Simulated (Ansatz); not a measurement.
C₁₀H₁₀Cl₂Mo (SMILES [Cl][Mo]12345678([Cl])([CH]9[CH]1[CH]2[CH]3[CH]94)[CH]1[CH]5[CH]6[CH]7[CH]18)

Input file:

```
crystal:
  periodic: [false, false, false]
  atoms:
    - {symbol: Cl, position_ang: [0.707743, -0.070729, -2.690834]}
    - {symbol: Mo, position_ang: [0.178171, -0.240444, -0.311376]}
    - {symbol: Cl, position_ang: [1.165869, -2.458937, -0.581839]}
    - {symbol: C, position_ang: [-1.863458, -0.664552, -1.421280]}
    - {symbol: C, position_ang: [-1.907089, 0.565659, -0.718824]}
    - {symbol: C, position_ang: [-1.771967, 0.245628, 0.666101]}
    - {symbol: C, position_ang: [-1.575525, -1.162057, 0.800433]}
    - {symbol: C, position_ang: [-1.663296, -1.706114, -0.505583]}
    - {symbol: C, position_ang: [0.658804, 1.259661, 1.274190]}
    - {symbol: C, position_ang: [1.099363, 1.806957, 0.031468]}
    - {symbol: C, position_ang: [2.183785, 1.001906, -0.399752]}
    - {symbol: C, position_ang: [2.378822, -0.033631, 0.523849]}
    - {symbol: C, position_ang: [1.422498, 0.088094, 1.562487]}
    - {symbol: H, position_ang: [-1.878799, -0.773166, -2.492445]}
    - {symbol: H, position_ang: [-2.085336, 1.537464, -1.149644]}
    - {symbol: H, position_ang: [-1.887976, 0.938470, 1.480167]}
    - {symbol: H, position_ang: [-1.460065, -1.720735, 1.714908]}
    - {symbol: H, position_ang: [-1.501200, -2.738688, -0.764327]}
    - {symbol: H, position_ang: [-0.067882, 1.706842, 1.928444]}
    - {symbol: H, position_ang: [0.738406, 2.699524, -0.453003]}
    - {symbol: H, position_ang: [2.707295, 1.107766, -1.334648]}
    - {symbol: H, position_ang: [3.075103, -0.846716, 0.408030]}
    - {symbol: H, position_ang: [1.346726, -0.542222, 2.433499]}
basis:
  gaussian: {orbitals: def2-TZVPP}
hamiltonian: {xc: pbe0, dispersion: d4}
output: {orbitals: {seedname: orbitals}}
```

Command:

```sh
ansatz run in.yaml --threads 11 --pin off --events-out ev --progress --plain --max-ram 174080MiB --backend cuda --devices 0, --max-vram 75GiB
```

Geometry: PBE0-D4/def2-TZVP; core potentials replace the inner electrons of Mo.

Method: RKS PBE0-D4/def2-TZVPP (Ansatz).

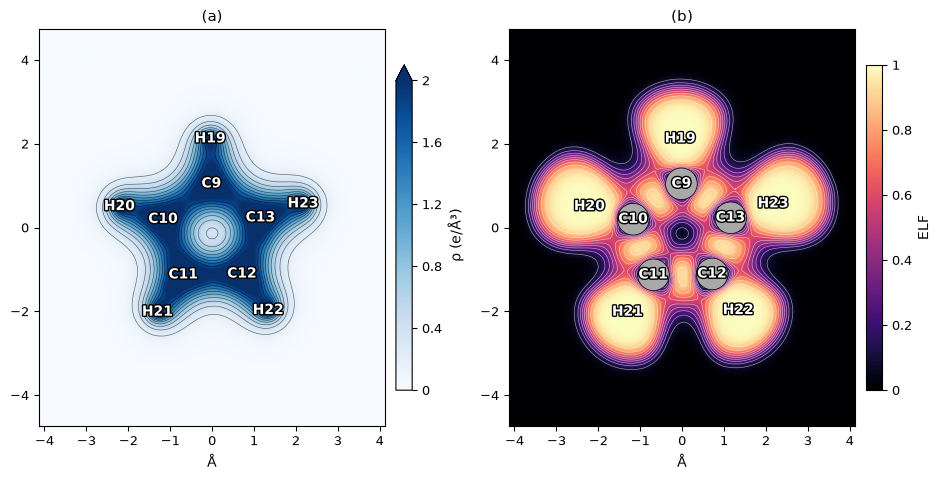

Figure 1. (a) electron density; (b) electron localisation function on the plane of atoms C11, C12 and H22. Grey discs cover the atomic cores in the ELF map.

> What do the fields say about this system?

- The plane passes through C and H nuclei.
- C–C (1.40 Å): ρ at the midpoint is about 2.1 e/Å³; the ELF peaks at about 0.95 between the atoms: a covalent bond.
- C–H (1.08 Å): the density is about 2.1 e/Å³ at the midpoint; the ELF climbs to about 1 towards the hydrogen, as it does in any bond to H: a covalent bond by its length.

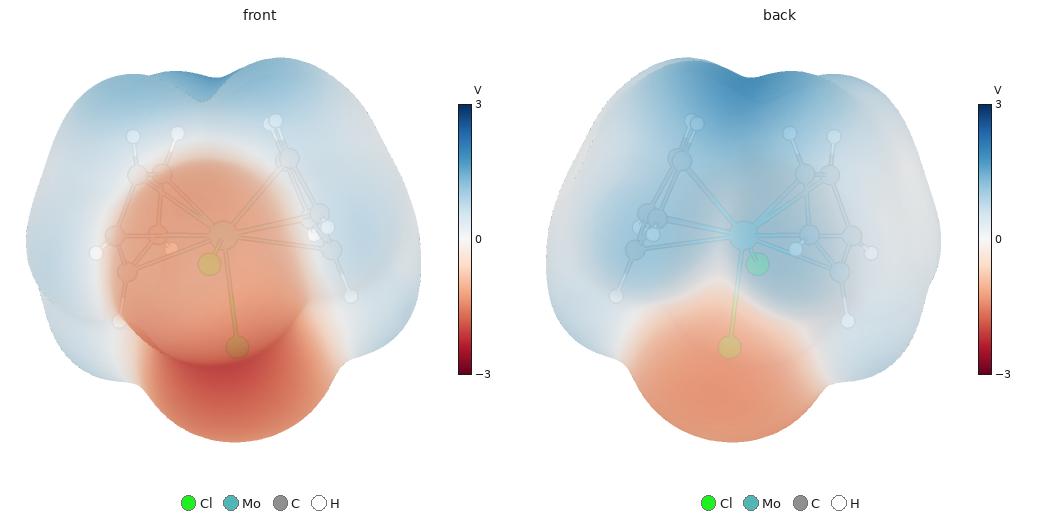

Figure 2. The molecular electrostatic potential painted on the density surface at 0.001 e/bohr³, seen from the front and from behind; the colour scale runs from red (negative) to blue (positive).

> Describe the electrostatic potential map.

The most negative region (about −2.0 V) lies over Cl1 and Cl3, the most positive (about +1.7 V) over H16 and H19.

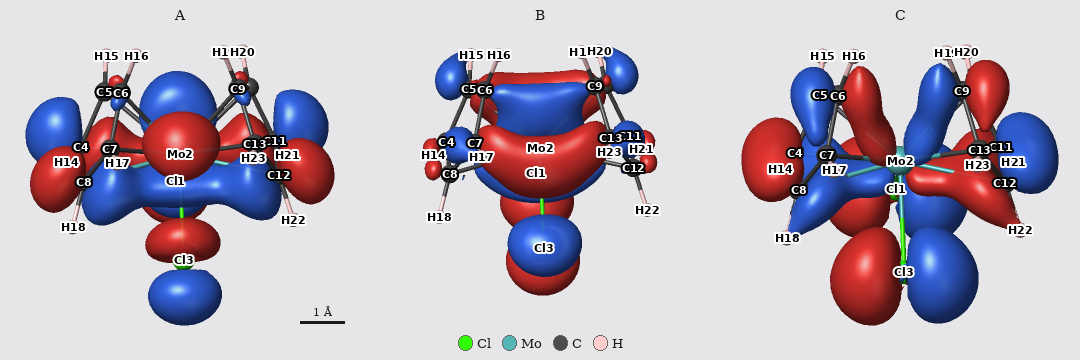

Figure 3. Three frontier orbitals at ±0.08 Å⁻³ᐟ² (blue and red are the two phases), in no order.

> Which picture is the HOMO−1, the HOMO and the LUMO?

C is the HOMO−1 (−6.82 eV). It lies mainly on Cl1 (about 30 %) and Cl3 (about 30 %). B is the HOMO (−5.51 eV). Its weight (Hirshfeld) is mainly on Mo2 (about 50 %), Cl1 (about 10 %) and Cl3 (about 10 %). A is the LUMO (−1.45 eV). By Hirshfeld shares it lies mainly on Mo2 (about 35 %), Cl1 (about 10 %), Cl3 (about 10 %), C11 (about 5 %), C8 (about 5 %), C12 (about 5 %) and C4 (about 5 %).

> What is the HOMO–LUMO gap?

4.06 eV between the orbital energies.

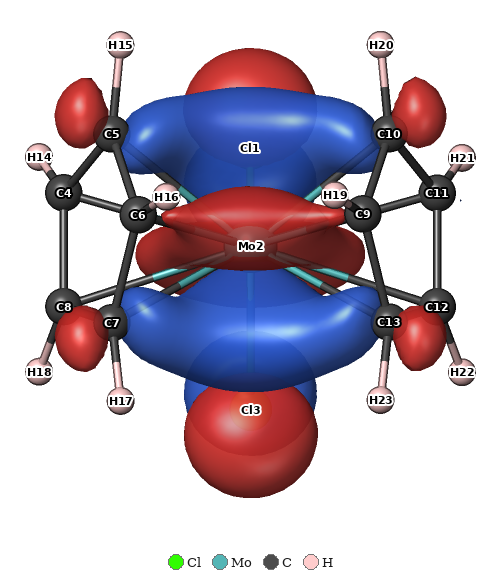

Figure 4. One frontier orbital at ±0.1 Å⁻³ᐟ² (red and blue are the two phases), seen from one side.

> Which orbital is it: HOMO or LUMO?

The HOMO, at −5.51 eV. By Hirshfeld shares it lies mainly on Mo2 (about 50 %), Cl1 (about 10 %) and Cl3 (about 10 %).
